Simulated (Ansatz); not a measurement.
# C2H3Cl2F (1,1-dichloro-1-fluoroethane) at HSE06/6-31G(d) (spherical functions)

Aim: the electronic atomisation energy of C2H3Cl2F (1,1-dichloro-1-fluoroethane) at HSE06/6-31G* (spherical functions), from 5 runs. 

The results are computed with Ansatz 0.2.0.

69 further runs of the same task are left out: 1 that didn't finish, 68 set aside as unsound or not needed.

## Step 1: The molecule

C2H3Cl2F has 8 atoms, charge 0, and is taken as a singlet. As SMILES, `CC(F)(Cl)Cl`. The coordinates come from a PBE0-D4/def2-TZVP relaxation.

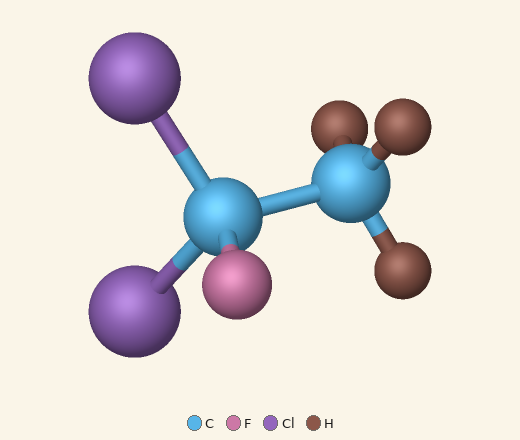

The structure, seen from a chosen angle (carbon blue, fluorine pink, chlorine purple, hydrogen brown).

## Step 2: The energy at HSE06/6-31G(d) (spherical functions)

Input file job.yaml:

```yaml
crystal:
  periodic: [false, false, false]
  atoms:
    - symbol: C
      position_ang: [-0.133500, -0.505900, 0.646300]
    - symbol: C
      position_ang: [0.199400, 0.391300, -0.511300]
    - symbol: F
      position_ang: [1.523600, 0.643200, -0.537400]
    - symbol: Cl
      position_ang: [-0.232400, -0.372700, -2.055900]
    - symbol: Cl
      position_ang: [-0.641100, 1.950200, -0.373000]
    - symbol: H
      position_ang: [0.163400, -0.011800, 1.572000]
    - symbol: H
      position_ang: [0.414900, -1.442000, 0.535900]
    - symbol: H
      position_ang: [-1.202100, -0.709300, 0.667600]
basis:
  gaussian: {orbitals: 6-31G_st_-spherical.json}
hamiltonian: {xc: {name: HSE06}}
accuracy: high
output: {orbitals: {seedname: orbitals}}
```

The basis set 6-31G* is read from a file made from the Basis Set Exchange's data (not shown).

On the command line:

```sh
$ ansatz run job.yaml --threads 1 --pin off --max-ram 3480MiB --events-out events.jsonl --progress --plain --runs-dir runs
```

Output:

```text
Warning: RAYON_NUM_THREADS=1 ignored (pool sized by the plan → 1); use --threads N
Functional definition: HSE06
  name "HSE06"
  parameter a = 0.25
  parameter omega = 0.11/bohr
  exchange = pbe_x - a*pbe_x_sr(omega) + a*exact_x_sr(omega)
  correlation = pbe_c
1944 factors; integrals over basis functions are off by at most 3.8e-9 eV
99 factors; integrals over basis functions are off by at most 2.1e-9 eV
mean field evaluation 1: about -29866.9779 eV, gradient 3.6e1 eV
mean field evaluation 2: about -29866.2899 eV, gradient 4.1e1 eV
mean field evaluation 4: about -29869.7314 eV, gradient 1.5e0 eV
mean field evaluation 8: about -29869.9810 eV, gradient 3.7e-1 eV
mean field evaluation 16: about -29869.9813 eV, gradient 2.5e-5 eV
mean field -29869.98134836 eV, -1097.7015679518 hartree, gradient 5.4e-8 eV, S^2 0.000000; 0 other end points of the search recorded, 0 dependent functions left out
reference -29869.98135076 eV, -1097.7015680398 hartree; 29, 29 occupied and 55, 55 virtual orbitals, 1944 factors
Total energy: -29869.98135076 eV, -1097.7015680398 hartree
```

It took 8.1 s on 1 thread of Arm Neoverse V2, shared host; peak memory 0.32 GiB.

## Step 3: The C atom, same level

Input file in.yaml:

```yaml
crystal:
  periodic: [false, false, false]
  atoms:
    - {symbol: C, position_ang: [0.000000, 0.000000, 0.000000]}
basis:
  gaussian:
    orbitals: 6-31G_st_-spherical.json
magnetization:
  spin_polarized: true
  initial_magnetization: 2
hamiltonian:
  xc: {name: HSE06}
accuracy: high
```

The basis set 6-31G* is read from a file made from the Basis Set Exchange's data (not shown).

On the command line:

```sh
$ ansatz run in.yaml --threads 1 --pin off --max-ram 3480MiB --events-out events.jsonl --progress --plain --runs-dir runs
```

Output:

```text
Warning: RAYON_NUM_THREADS=1 ignored (pool sized by the plan → 1); use --threads N
Functional definition: HSE06
  name "HSE06"
  parameter a = 0.25
  parameter omega = 0.11/bohr
  exchange = pbe_x - a*pbe_x_sr(omega) + a*exact_x_sr(omega)
  correlation = pbe_c
96 factors; integrals over basis functions are off by at most 1.1e-9 eV
35 factors; integrals over basis functions are off by at most 3.9e-10 eV
mean field evaluation 1: about -1028.2526 eV, gradient 3.6e0 eV
mean field evaluation 2: about -1028.3182 eV, gradient 7.8e-1 eV
mean field evaluation 4: about -1028.3216 eV, gradient 2.3e-1 eV
mean field evaluation 8: about -1028.3220 eV, gradient 3.4e-6 eV
mean field -1028.32199762 eV, -37.7901363908 hartree, gradient 9.1e-9 eV, S^2 2.001890; 0 other end points of the search recorded, 0 dependent functions left out
reference -1028.32199893 eV, -37.7901364391 hartree; 4, 2 occupied and 10, 12 virtual orbitals, 96 factors
Total energy: -1028.32199893 eV, -37.7901364391 hartree
```

Run time: 0.4 s. Hardware: 1 thread of Arm Neoverse V2, shared host.

## Step 4: The Cl atom

Input file molecule.yaml:

```yaml
basis:
  gaussian: {orbitals: 6-31G_st_-spherical.json}
crystal:
  periodic: [false, false, false]
  atoms:
    - symbol: Cl
      position_ang: [0.000000, 0.000000, 0.000000]
magnetization: {spin_polarized: true, initial_magnetization: 1}
hamiltonian: {xc: hse06}
accuracy: high
```

The basis set 6-31G* is read from a file made from the Basis Set Exchange's data (not shown).

On the command line:

```sh
$ ansatz run molecule.yaml --threads 1 --pin off --max-ram 3480MiB --events-out events.jsonl --progress --plain --runs-dir runs
```

Output:

```text
Warning: RAYON_NUM_THREADS=1 ignored (pool sized by the plan → 1); use --threads N
Functional definition: HSE06
  name "HSE06"
  parameter a = 0.25
  parameter omega = 0.11/bohr
  exchange = pbe_x - a*pbe_x_sr(omega) + a*exact_x_sr(omega)
  correlation = pbe_c
140 factors; integrals over basis functions are off by at most 3.1e-9 eV
35 factors; integrals over basis functions are off by at most 1.2e-9 eV
mean field evaluation 1: about -12516.0112 eV, gradient 3.1e0 eV
mean field evaluation 2: about -12516.0683 eV, gradient 9.0e-1 eV
mean field evaluation 4: about -12516.0737 eV, gradient 3.8e-1 eV
mean field evaluation 8: about -12516.0746 eV, gradient 1.9e-4 eV
mean field evaluation 16: about -12516.0746 eV, gradient 6.2e-7 eV
mean field -12516.07459984 eV, -459.9572578441 hartree, gradient 5.1e-8 eV, S^2 0.752100; 0 other end points of the search recorded, 0 dependent functions left out
reference -12516.07460149 eV, -459.9572579046 hartree; 9, 8 occupied and 9, 10 virtual orbitals, 140 factors
Total energy: -12516.07460149 eV, -459.9572579046 hartree
```

Run time: 0.8 s. Hardware: 1 thread of Arm Neoverse V2, shared host.

## Step 5: The F atom at the same level

Input file in.yaml:

```yaml
crystal:
  periodic: [false, false, false]
  atoms:
    - {symbol: F, position_ang: [0.000000, 0.000000, 0.000000]}
basis:
  gaussian:
    orbitals: 6-31G_st_-spherical.json
magnetization:
  spin_polarized: true
  initial_magnetization: 1
hamiltonian:
  xc: hse06
accuracy: high
```

The basis set 6-31G* is read from a file made from the Basis Set Exchange's data (not shown).

On the command line:

```sh
$ ansatz run in.yaml --threads 1 --pin off --max-ram 3480MiB --events-out events.jsonl --progress --plain --runs-dir runs
```

Output:

```text
Warning: RAYON_NUM_THREADS=1 ignored (pool sized by the plan → 1); use --threads N
Functional definition: HSE06
  name "HSE06"
  parameter a = 0.25
  parameter omega = 0.11/bohr
  exchange = pbe_x - a*pbe_x_sr(omega) + a*exact_x_sr(omega)
  correlation = pbe_c
93 factors; integrals over basis functions are off by at most 1.9e-9 eV
35 factors; integrals over basis functions are off by at most 2.8e-10 eV
mean field evaluation 1: about -2710.7324 eV, gradient 4.0e0 eV
mean field evaluation 2: about -2710.7795 eV, gradient 1.7e0 eV
mean field evaluation 4: about -2710.7877 eV, gradient 1.5e-2 eV
mean field evaluation 8: about -2710.7875 eV, gradient 1.1e-4 eV
mean field -2710.78754906 eV, -99.6196049900 hartree, gradient 3.8e-9 eV, S^2 0.751092; 0 other end points of the search recorded, 0 dependent functions left out
reference -2710.78754941 eV, -99.6196050031 hartree; 5, 4 occupied and 9, 10 virtual orbitals, 93 factors
Total energy: -2710.78754941 eV, -99.6196050031 hartree
```

Run time: 0.38 s. Hardware: 1 thread of Arm Neoverse V2, shared host.

## Step 6: The H atom, same level

Input file run.yaml:

```yaml
crystal:
  periodic: [false, false, false]
  atoms:
    - {symbol: H, position_ang: [0.000000, 0.000000, 0.000000]}
basis:
  gaussian:
    orbitals: "6-31G*"
accuracy: high
magnetization:
  spin_polarized: true
  initial_magnetization: 1
total_charge: 0
hamiltonian:
  xc: hse06
```

Run the same way, it converges to -0.49883 Eh (log not shown).

## Step 7: Results

Level: HSE06/6-31G* (spherical functions).

```
                     quantity           value
       molecule: total energy  -1097.70157 Eh
        molecule: HOMO energy        -8.40 eV
        molecule: LUMO energy        -0.48 eV
      molecule: HOMO–LUMO gap         7.91 eV
         C atom: total energy    -37.79014 Eh
                 C atom: ⟨S²⟩           2.002
        Cl atom: total energy   -459.95726 Eh
                Cl atom: ⟨S²⟩           0.752
         F atom: total energy    -99.61961 Eh
                 F atom: ⟨S²⟩           0.751
         H atom: total energy     -0.49883 Eh
                 H atom: ⟨S²⟩           0.750
electronic atomisation energy       29.679 eV
```

Taking the molecule apart into free atoms costs 29.68 eV (684 kcal/mol), before zero-point energy and without spin-orbit coupling.
